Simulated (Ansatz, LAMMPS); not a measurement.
# Electronic structure of glassy 40SiO2-28Al2O3-16Li2O-16SrO (mol %) (85 atoms), part 2 of 2

Aim: energy, forces, charges and density of states of glassy 40SiO2-28Al2O3-16Li2O-16SrO (mol %) (85 atoms) at a fixed geometry.

Ansatz 0.2.0; Kohn-Sham DFT, PBEsol, PAW (set soft_2), plane waves.

The cell: 10 Si, 14 Al, 8 Li, 4 Sr and 49 O. The quench rate of 6 K/ps is many orders above laboratory rates. The network of bonds at the start is that of the classical potential that made the cell. The Brillouin zone is sampled at Γ only, in a cell whose shortest periodic width is 10 Å.

So far. Step 3 (Plane-wave single point): Neighbours are counted within 2.23 Å (O-Al), 2.08 Å (O-Si), 2.58 Å (O-Li), 3.18 Å (O-Sr).

### 3. Plane-wave single point (continued)

States in the cell by windows of 1 eV, zero at the Fermi level; the larger projections on atomic orbitals stand beside the total:

```csv
from (eV),to (eV),total,O p
-14,-10,0.0,0.0
-10,-9,2.1,1.4
-9,-8,4.0,2.7
-8,-7,10.9,7.7
-7,-6,15.8,11.9
-6,-5,28.7,22.3
-5,-4,35.7,28.8
-4,-3,51.1,44.2
-3,-2,56.8,52.4
-2,-1,62.2,59.0
-1,0,25.6,24.6
0,1,1.1,1.1
1,2,0.0,0.0
2,3,0.3,0.0
3,4,3.7,0.2
4,5,5.2,0.3
```

The curve was stored every 0.100 eV, coarse against its broadening of 0.08 eV, so these counts are rough.

With fixed occupations the program's Fermi level is the highest filled level; weight inside the gap is the broadening of levels at its edges.

Between -26 and -14 eV lie 122 more states.

The stored curve holds about 416 of the 440 electrons; the rest, give or take the few that broadening carries across the Fermi level, lie in deeper levels below its range.

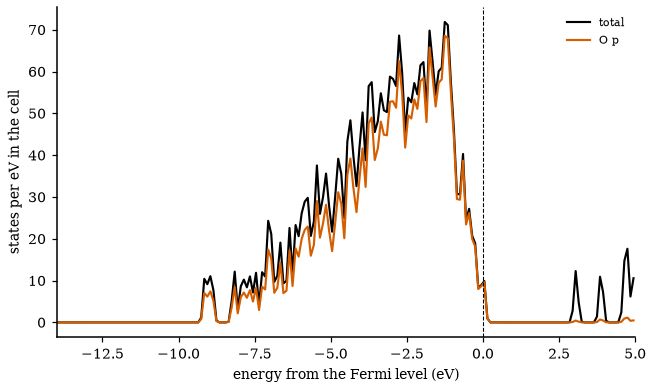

Total and projected density of states, with the broadening of the input.

The levels nearest the highest filled one (over half full), pooled over k-points and spins:

```csv
level less the highest filled one (eV),occupation
-0.589,2
-0.463,2
-0.438,2
-0.320,2
-0.223,2
0,2
3.05,0
3.88,0
4.66,0
4.76,0
4.98,0
5.14,0
```

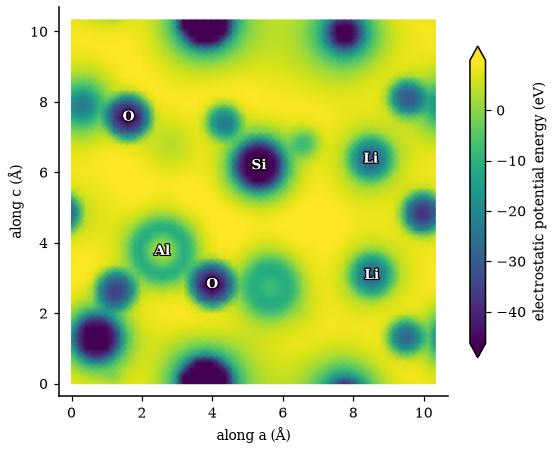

Electrostatic potential energy in the ac plane at fractional y = 0.322, with atoms of Si and Al and Li and O within 0.2 Å of it. With pseudopotentials it is smooth inside the atoms' cores, unlike the true potential. The map starts off the cell's origin, so that atoms lie inside it.

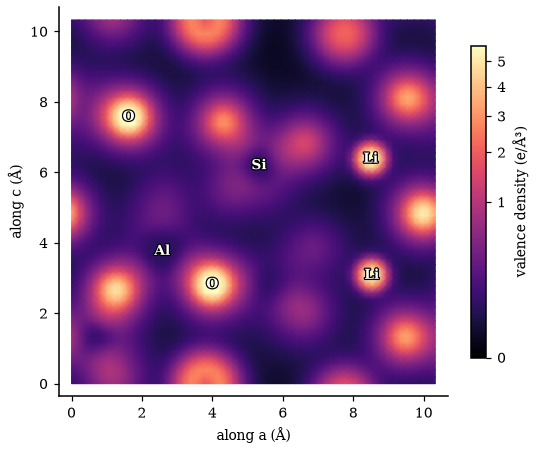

Valence density in the ac plane at fractional y = 0.322, with atoms of Si and Al and Li and O within 0.2 Å of it. It is the smooth field of the valence electrons, not physical close to the nuclei. The map starts off the cell's origin, so that atoms lie inside it. The colour scale is stretched toward low values.

Mean Löwdin charges: Al +1.26, Li +0.82, O -0.88, Si +1.67, Sr +1.85 e (they miss 1.1 % of the electrons, so they add up to more than the cell's charge).

### 4. Local order

Bonds and neighbours are counted at the geometry of the runs.

Density 2.79 g/cm³, 12.96 Å³ an atom.

Pair distribution functions g(r), in bins of 0.2 Å:

```csv
r (Å),total,O-O,O-Al,O-Si,O-Li,O-Sr,Al-Al
1.50,0.88,0.00,0.00,6.50,0.00,0.00,0.00
1.70,3.08,0.00,10.96,7.40,0.00,0.00,0.00
1.90,0.40,0.00,0.76,0.00,2.35,0.00,0.00
2.10,0.49,0.00,0.00,0.00,4.55,0.00,0.00
2.30,0.09,0.00,0.00,0.00,0.84,0.00,0.00
2.50,0.66,1.46,0.00,0.00,0.55,1.38,0.00
2.70,1.47,3.26,0.09,0.00,0.32,3.72,0.00
2.90,1.27,2.22,0.07,0.20,0.40,1.60,1.57
3.10,1.02,0.96,0.47,0.28,0.69,0.24,2.29
3.30,1.04,0.79,0.69,0.57,1.42,0.59,3.38
3.50,0.86,0.84,1.20,0.80,1.29,0.90,0.00
3.70,0.99,0.70,1.30,0.99,1.05,1.46,0.00
3.90,0.99,0.55,1.34,2.12,0.94,0.45,2.04
4.10,1.20,0.55,1.86,2.12,1.53,1.33,0.54
4.30,1.12,0.60,1.83,1.58,0.97,0.61,0.48
4.50,0.94,0.86,1.26,0.93,1.26,0.65,0.44
4.70,0.96,1.11,0.85,0.94,0.97,1.32,1.02
4.90,0.94,1.27,0.53,0.48,0.61,2.12,0.73
5.10,0.99,1.48,0.47,0.59,1.08,1.02,1.21
```

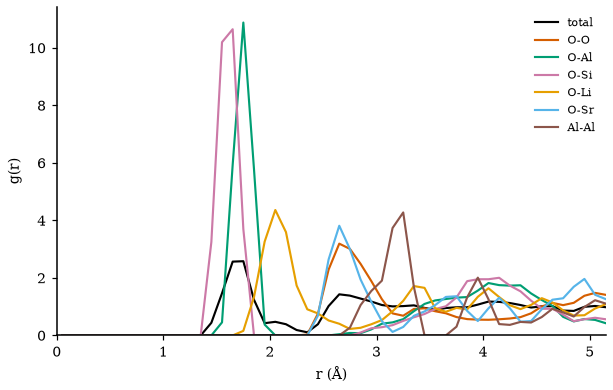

Pair distribution functions, lightly smoothed.

Bonds by pair of elements; cutoffs follow the first minimum of g(r), held within bounds set by covalent radii, and pairs that aren't listed don't count as bonded:

```csv
pair A-B,cutoff (Å),bonds,mean length (Å),spread (Å),shortest (Å),B about A,A about B
O-Al,2.23,56,1.75,0.037,1.69,1.14,4
O-Si,2.08,40,1.61,0.029,1.56,0.816,4
O-Li,2.58,33,2.13,0.164,1.89,0.673,4.12
O-Sr,3.18,23,2.73,0.141,2.50,0.469,5.75
```

How many atoms have how many bonded neighbours:

```csv
element,mean,2,3,4,5,6,7
Al,4,0,0,14,0,0,0
Li,4.12,0,1,6,0,1,0
O,3.10,9,26,14,0,0,0
Si,4,0,0,10,0,0,0
Sr,5.75,0,0,0,2,1,1
```

Bond angles, per cent of each kind in bins of 5°:

```csv
angle (°),O-Al-O,O-Si-O,O-Sr-O,O-Li-O,Al-O-Li
50–55,0.0,0.0,1.8,0.0,0.0
55–60,0.0,0.0,7.1,0.0,0.0
60–65,0.0,0.0,5.4,0.0,0.0
65–70,0.0,0.0,1.8,3.7,0.0
70–75,0.0,0.0,1.8,11.1,0.0
75–80,0.0,0.0,14.3,5.6,0.0
80–85,0.0,0.0,5.4,1.8,15.8
85–90,0.0,0.0,10.7,1.8,13.2
90–95,1.2,0.0,1.8,9.3,13.2
95–100,7.1,0.0,7.1,5.6,10.5
100–105,20.2,20.0,1.8,7.4,10.5
105–110,25.0,38.3,0.0,5.6,7.9
110–115,26.2,30.0,8.9,11.1,13.2
115–120,13.1,8.3,3.6,9.3,5.3
120–125,4.8,1.7,7.1,7.4,5.3
125–130,1.2,0.0,3.6,5.6,0.0
130–135,0.0,1.7,0.0,5.6,0.0
135–140,1.2,0.0,3.6,5.6,2.6
140–145,0.0,0.0,1.8,1.8,0.0
145–150,0.0,0.0,1.8,1.8,0.0
150–155,0.0,0.0,5.4,0.0,2.6
155–160,0.0,0.0,3.6,0.0,0.0
160–165,0.0,0.0,1.8,0.0,0.0
```

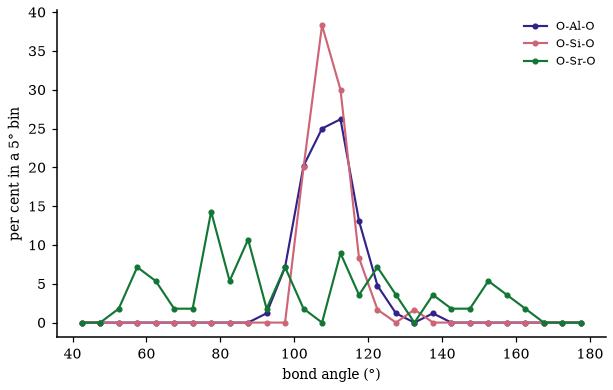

Distributions of the most common bond angles.

Bond angles (no mean is given where the spread exceeds 20°):

```csv
angle,count,mean (°),spread (°)
O-Al-O,84,109,7.5
O-Si-O,60,109,5.4
O-Sr-O,56,-,-
O-Li-O,54,-,-
Al-O-Li,38,102,15.7
```

Oxygen atoms by the number of network formers (Si, P, Ge, B, Al, As, Ga) bound to them:

```csv
network formers bound to O,O atoms,per cent
0,0,0
1,4,8.2
2,43,87.8
3,2,4.1
```

Network units: each former by its oxygen neighbours and how many of them bridge to another former:

```csv
former,O neighbours,bridging O,atoms
Si,4,3,3
Si,4,4,7
Al,4,3,1
Al,4,4,13
```

Bond length by coordination (bonds to H left out):

```csv
element,coordination,atoms,mean bond length (Å)
Li,3,1,2.02
Li,4,6,2.12
Li,6,1,2.22
O,2,9,1.65
O,3,26,1.92
O,4,14,2.08
Sr,5,2,2.66
Sr,6,1,2.87
Sr,7,1,2.70
```

Rings of the network by King's shortest-path rule, up to 12 atoms, one path for each pair of neighbours; H, halogens, alkali and alkaline-earth atoms are left out, and the last column divides by all other atoms, bonded or not:

```csv
ring size (atoms),rings,per network atom
6,1,0.014
8,5,0.068
10,10,0.137
12,15,0.205
```

First main peaks of g(r), for some of the pairs, lie near 2.7 Å (O-O), 1.8 Å (O-Al), 1.6 Å (O-Si), 2.0 Å (O-Li), 2.7 Å (O-Sr) and 3.2 Å (Al-Al). Counting bonds as in the table, all Al atoms have 4, 75 % of Li atoms have 4, 53 % of O atoms have 3 and all Si atoms have 4 bonded neighbours. The O-Al-O angle averages 109° with a spread of 8°. 88 % of the oxygens bridge two formers (Si and Al) and 8 % are non-bridging; 4 % join three. The commonest Al unit has 4 oxygens, 4 of them shared with other formers (13 of 14 atoms). Rings of 12 atoms are the most common (48 % of those counted); sizes run from 6 to 12, where the search stops.

A closer look about O82, which has 2 bonded neighbours where the commonest count for O is 3: 10 atoms, nearest first, numbered in the order of the input, with positions taken from that point.

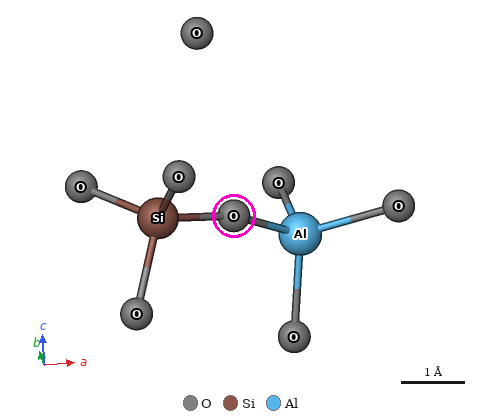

The atoms of the table, within 3.0 Å (arrows a, b, c point along x, y, z); some may hide others; the central atom is ringed.

```csv
atom,x,y,z,distance (Å),bonds,Löwdin charge (e),Fx,Fy,Fz (eV/Å)
O82,0.00,0.00,0.00,0.00,2,-0.84,0.46,0.18,0.59
Si6,-1.30,-0.83,0.32,1.58,4,1.67,1.37,0.38,-0.30
Al14,1.16,1.02,-0.72,1.70,4,1.25,0.46,-0.58,-0.41
O58,-2.42,0.34,0.54,2.50,4,-0.90,-1.82,0.72,0.56
O47,-1.78,-1.67,-1.00,2.63,4,-0.89,-0.83,-0.90,-0.25
O62,-1.04,-1.98,1.39,2.64,3,-0.85,-0.54,-0.65,0.22
O65,2.70,0.39,-0.14,2.74,3,-0.88,0.04,0.09,1.57
O80,0.99,0.92,-2.43,2.78,3,-0.94,-0.36,1.38,-0.15
O39,0.99,2.72,-0.40,2.92,4,-0.95,-0.40,1.11,-0.43
O73,-0.43,0.68,2.91,3.02,3,-0.86,0.78,0.17,-1.13
```

The column of bonds counts only the pairs O-Al within 2.23 Å, O-Si within 2.08 Å, O-Li within 2.58 Å, O-Sr within 3.18 Å; other neighbours, such as metal atoms beside each other in a compound, aren't counted, and periodic images can show an atom twice.

### 5. Summary of results

| Item | Value |
| --- | --- |
| free energy per atom | -667.5653 eV/atom |
| pressure | 2.138 GPa |
| r.m.s. force component | 0.6718 eV/Å |
| gap (highest filled to lowest empty level) | 3.055 eV |
| wall time of the 1 DFT run | 58 s |

What this shows: The highest filled and lowest empty levels differ by 3.05 eV (at Γ alone); a semilocal functional tends to put such gaps too low. In a disordered cell it changes from sample to sample, and tail or defect levels can set it. Counting bonds as in the table, all Al atoms have 4, 75 % of Li atoms have 4, 53 % of O atoms have 3 and all Si atoms have 4 bonded neighbours. 88 % of the oxygens bridge two formers (Si and Al) and 8 % are non-bridging; 4 % join three.

What to keep in mind: The geometry was minimised with a classical potential after classical dynamics and isn't relaxed at this level: its force components are 0.67 eV/Å r.m.s. The pressure of 2.1 GPa belongs to a cell and atoms that aren't relaxed at this level.

[Logs are printed without paths, hosts, clocks, repeated set-up lines and the standing remarks that a program may print on its own settings, such as how far it seeks lower states.]

[Hosts, paths, dates, database ids (printed as entryN), source tags and the programs' standing remarks are cut or masked in the printed files.]
